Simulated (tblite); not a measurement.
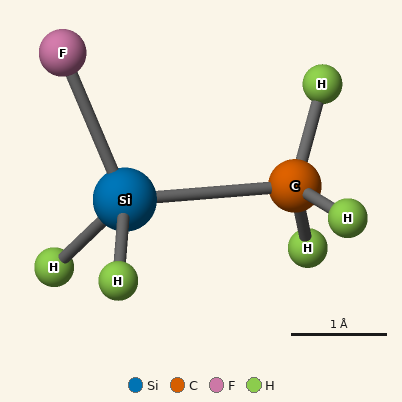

Figure 1. The input geometry (ball-and-stick view, seen at a tilt). Bond lengths as drawn: C–H 1.09 to 1.12 Å, C–Si 1.88 Å, F–Si 1.71 Å and H–Si 1.47 Å.

Geometry relaxation, with input and output: CH₅FSi

The run: geometry relaxation of CH₅FSi. Method and program: GFN2-xTB geometry optimisation, gas phase (tblite 0.8.0).

### Input
```
{"job": {"kind": "relax", "xc": "GFN2-xTB", "basis": "xTB"}, "charge": 0, "multiplicity": 1}
Si    -0.866849    -0.000662    -0.037527
C      1.011222    -0.033429     0.008548
F     -1.432265     1.595783    -0.260133
H     -1.392627    -0.573046     1.213745
H     -1.310997    -0.898828    -1.108161
H      1.345260    -0.861997    -0.613149
H      1.226086    -0.190002     1.076640
H      1.449833     0.962819    -0.274546
```

The first line tells a small driver script what to run in tblite; the rest is the geometry in Å.

Machine: 1 CPU thread, shared host.

Launch command:
```bash
OMP_NUM_THREADS=1 python <driver script> task.json out
```

### Output
```
step      E/eV     max force
  0    -304.75017    2.083
  1    -304.87211    1.360
  2    -304.94813    1.371
  3    -304.97662    0.689
  4    -305.00883    0.455
  5    -305.02241    0.466
  6    -305.05256    0.422
  7    -305.06292    0.319
  8    -305.06955    0.192
  9    -305.07273    0.183
 10    -305.07588    0.168
 11    -305.07804    0.108
 12    -305.07888    0.075
 13    -305.07923    0.065
 14    -305.07962    0.066
 15    -305.08010    0.060
 16    -305.08046    0.058
 17    -305.08064    0.047
 18    -305.08076    0.041
 19    -305.08096    0.059
 20    -305.08126    0.062
 21    -305.08153    0.044
 22    -305.08165    0.019
 23    -305.08168    0.013
 24    -305.08170    0.015
 25    -305.08174    0.022
 26    -305.08182    0.031
 27    -305.08195    0.039
 28    -305.08210    0.038
 29    -305.08223    0.036
 30    -305.08235    0.038
 31    -305.08253    0.046
 32    -305.08281    0.060
 33    -305.08321    0.071
 34    -305.08377    0.078
 35    -305.08473    0.116
 36    -305.08669    0.260
 37    -305.09051    0.402
 38    -305.09438    0.325
 39    -305.09518    0.405
 40    -305.10118    0.110
 41    -305.10335    0.038
 42    -305.10308    0.225
 43    -305.10450    0.035
 44    -305.10472    0.051
 45    -305.10512    0.090
 46    -305.10541    0.079
 47    -305.10640    0.025
 48    -305.10657    0.029
 49    -305.10662    0.017
 50    -305.10664    0.015
 51    -305.10670    0.022
 52    -305.10673    0.013
 53    -305.10675    0.010
 54    -305.10676    0.003
```

### Trajectory as extended XYZ (Å, eV, eV/Å), 13 of the 28 frames kept, from step=0 to step=54
```
8
Properties=species:S:1:pos:R:3:forces:R:3 step=0 energy=-304.75017
Si   -0.8668   -0.0007   -0.0375   -0.9880   0.9450  -0.2670
C     1.0112   -0.0334    0.0085   -0.1260   1.1350   0.4640
F    -1.4323    1.5958   -0.2601    0.6140  -1.9710   0.2780
H    -1.3926   -0.5730    1.2137   -0.0900   0.4520  -0.1430
H    -1.3110   -0.8988   -1.1082   -0.1830   0.4170  -0.0900
H     1.3453   -0.8620   -0.6131    0.4160   0.4060   0.2870
H     1.2261   -0.1900    1.0766    0.5580  -0.1360  -0.5960
H     1.4498    0.9628   -0.2745   -0.2000  -1.2480   0.0660
8
Properties=species:S:1:pos:R:3:forces:R:3 step=4 energy=-305.00883
Si   -0.8965   -0.0112   -0.0430   -0.0140  -0.0030   0.0030
C     0.9736   -0.0093    0.0298    0.4000   0.0490   0.1000
F    -1.4124    1.5012   -0.2479   -0.0640  -0.1570  -0.0040
H    -1.4090   -0.5258    1.2048   -0.2740   0.1060   0.2820
H    -1.3355   -0.8560   -1.1257   -0.2630   0.0450  -0.3690
H     1.3732   -0.8097   -0.5782    0.1330  -0.0920  -0.0780
H     1.2825   -0.2007    1.0501    0.2030   0.0010   0.1130
H     1.4539    0.9122   -0.2845   -0.1210   0.0510  -0.0480
8
Properties=species:S:1:pos:R:3:forces:R:3 step=8 energy=-305.06955
Si   -0.8933   -0.0624   -0.0374    0.0550   0.0120   0.0440
C     1.0023   -0.0160    0.0520   -0.0240  -0.1220  -0.0860
F    -1.4252    1.4474   -0.2473    0.0050  -0.0520  -0.0210
H    -1.4693   -0.4733    1.2411   -0.0230   0.0120  -0.1090
H    -1.3952   -0.8100   -1.1932    0.0430   0.1280   0.1370
H     1.4166   -0.7994   -0.5728    0.0840  -0.1160  -0.0330
H     1.3561   -0.2018    1.0631    0.0120   0.0980  -0.0260
H     1.4377    0.9163   -0.3001   -0.1520   0.0400   0.0940
8
Properties=species:S:1:pos:R:3:forces:R:3 step=14 energy=-305.07962
Si   -0.8842   -0.0686   -0.0289   -0.0450   0.0490  -0.0030
C     1.0070   -0.0340    0.0467    0.0120   0.0110   0.0040
F    -1.4236    1.4371   -0.2508    0.0510   0.0020   0.0090
H    -1.4867   -0.4665    1.2341   -0.0210  -0.0310   0.0180
H    -1.3991   -0.7849   -1.1862    0.0040  -0.0220  -0.0130
H     1.4413   -0.8114   -0.5737    0.0270  -0.0200  -0.0140
H     1.3706   -0.1893    1.0578    0.0070  -0.0090   0.0380
H     1.4043    0.9182   -0.2935   -0.0350   0.0200  -0.0400
8
Properties=species:S:1:pos:R:3:forces:R:3 step=18 energy=-305.08076
Si   -0.8874   -0.0664   -0.0263    0.0180  -0.0370   0.0000
C     1.0065   -0.0367    0.0473   -0.0070   0.0030  -0.0010
F    -1.4115    1.4436   -0.2497    0.0340  -0.0010   0.0170
H    -1.4935   -0.4732    1.2341   -0.0080   0.0010  -0.0120
H    -1.3972   -0.7852   -1.1853   -0.0050  -0.0010  -0.0040
H     1.4502   -0.8118   -0.5720   -0.0310   0.0050   0.0070
H     1.3730   -0.1885    1.0594   -0.0050   0.0300  -0.0120
H     1.3895    0.9188   -0.3020    0.0040  -0.0010   0.0050
8
Properties=species:S:1:pos:R:3:forces:R:3 step=22 energy=-305.08165
Si   -0.8875   -0.0746   -0.0249    0.0120   0.0010  -0.0010
C     1.0046   -0.0360    0.0473    0.0020  -0.0010   0.0000
F    -1.3864    1.4446   -0.2413   -0.0120   0.0090   0.0070
H    -1.5032   -0.4787    1.2309   -0.0060  -0.0090  -0.0020
H    -1.3984   -0.7864   -1.1878   -0.0070   0.0020  -0.0030
H     1.4471   -0.8130   -0.5697    0.0030   0.0050   0.0180
H     1.3745   -0.1763    1.0596    0.0010   0.0100  -0.0150
H     1.3788    0.9210   -0.3086    0.0070  -0.0180  -0.0040
8
Properties=species:S:1:pos:R:3:forces:R:3 step=28 energy=-305.08210
Si   -0.8873   -0.0733   -0.0261   -0.0090  -0.0070   0.0030
C     1.0055   -0.0355    0.0460    0.0040   0.0030   0.0060
F    -1.3867    1.4485   -0.2285    0.0020  -0.0210   0.0060
H    -1.5110   -0.4913    1.2229    0.0210   0.0050  -0.0120
H    -1.4046   -0.7819   -1.1897    0.0160   0.0250   0.0030
H     1.4514   -0.8208   -0.5569   -0.0120  -0.0180  -0.0060
H     1.3776   -0.1595    1.0586   -0.0140  -0.0050   0.0340
H     1.3847    0.9144   -0.3208   -0.0080   0.0170  -0.0330
8
Properties=species:S:1:pos:R:3:forces:R:3 step=32 energy=-305.08281
Si   -0.8858   -0.0746   -0.0269    0.0400   0.0030   0.0020
C     1.0082   -0.0333    0.0455   -0.0040  -0.0060   0.0020
F    -1.3807    1.4504   -0.2053   -0.0170   0.0150  -0.0040
H    -1.5173   -0.5116    1.2085    0.0170  -0.0070   0.0440
H    -1.4085   -0.7690   -1.1941    0.0150   0.0130  -0.0440
H     1.4505   -0.8374   -0.5374   -0.0120   0.0240   0.0370
H     1.3757   -0.1315    1.0649   -0.0130   0.0120  -0.0450
H     1.3877    0.9076   -0.3498   -0.0260  -0.0520   0.0100
8
Properties=species:S:1:pos:R:3:forces:R:3 step=36 energy=-305.08669
Si   -0.8720   -0.0717   -0.0310   -0.2600   0.0150  -0.0050
C     1.0143   -0.0290    0.0445    0.0460  -0.0390  -0.0430
F    -1.3932    1.4565   -0.0952    0.0470  -0.0380   0.0100
H    -1.5209   -0.6105    1.1584    0.0850   0.0120   0.0250
H    -1.4134   -0.6771   -1.2404    0.0680   0.0200  -0.0510
H     1.4511   -0.9134   -0.4131   -0.0160   0.0120   0.0370
H     1.3637    0.0077    1.0757    0.0410   0.0960  -0.1240
H     1.4001    0.8381   -0.4935   -0.0110  -0.0790   0.1510
8
Properties=species:S:1:pos:R:3:forces:R:3 step=40 energy=-305.10118
Si   -0.8817   -0.0712   -0.0379   -0.1020  -0.0220  -0.0030
C     1.0050   -0.0328    0.0396   -0.0520  -0.0340   0.0290
F    -1.4016    1.4554    0.0171    0.0110  -0.0010   0.0190
H    -1.4941   -0.7067    1.1235    0.0330   0.0180  -0.0320
H    -1.3939   -0.5706   -1.3068    0.0170   0.0010  -0.0030
H     1.4381   -0.9773   -0.2655    0.0180  -0.1060  -0.0260
H     1.3512    0.1691    1.0479    0.0440   0.0620   0.0500
H     1.4067    0.7349   -0.6123    0.0310   0.0820  -0.0340
8
Properties=species:S:1:pos:R:3:forces:R:3 step=44 energy=-305.10472
Si   -0.8879   -0.0729   -0.0419    0.0290   0.0100  -0.0070
C     1.0009   -0.0356    0.0387    0.0360   0.0070   0.0090
F    -1.4017    1.4525    0.0710   -0.0070  -0.0080   0.0140
H    -1.4836   -0.7494    1.1026   -0.0090   0.0060  -0.0270
H    -1.3862   -0.5222   -1.3345   -0.0080  -0.0060   0.0130
H     1.4309   -1.0058   -0.1973   -0.0170   0.0430   0.0200
H     1.3474    0.2466    1.0310   -0.0030  -0.0160  -0.0320
H     1.4101    0.6876   -0.6642   -0.0200  -0.0350   0.0090
8
Properties=species:S:1:pos:R:3:forces:R:3 step=50 energy=-305.10664
Si   -0.8850   -0.0685   -0.0486   -0.0020  -0.0080   0.0130
C     1.0026   -0.0336    0.0384    0.0010  -0.0020  -0.0080
F    -1.4080    1.4449    0.1476    0.0020  -0.0010  -0.0080
H    -1.4831   -0.8038    1.0562   -0.0100  -0.0070   0.0080
H    -1.3876   -0.4652   -1.3569    0.0060   0.0110   0.0030
H     1.4243   -1.0245   -0.1013    0.0010   0.0060  -0.0040
H     1.3485    0.3377    1.0000   -0.0090   0.0030  -0.0040
H     1.4180    0.6137   -0.7300    0.0110  -0.0030   0.0000
8
Properties=species:S:1:pos:R:3:forces:R:3 step=54 energy=-305.10676
Si   -0.8853   -0.0700   -0.0466    0.0000  -0.0010  -0.0030
C     1.0026   -0.0338    0.0373    0.0000   0.0010   0.0010
F    -1.4070    1.4433    0.1541    0.0000   0.0000   0.0010
H    -1.4860   -0.8113    1.0535   -0.0010   0.0010   0.0000
H    -1.3859   -0.4554   -1.3586    0.0000   0.0000   0.0010
H     1.4250   -1.0256   -0.0916    0.0020  -0.0020  -0.0010
H     1.3470    0.3487    0.9950    0.0000   0.0000   0.0000
H     1.4193    0.6048   -0.7376   -0.0010   0.0000   0.0000
```

### Key numbers

```json
{"quantity": "outcome", "value": "converged"}
{"quantity": "total energy", "value": "−305.1068 eV"}
{"quantity": "wall time", "value": "0.66 s"}
{"quantity": "peak memory", "value": "0.18 GiB"}
```
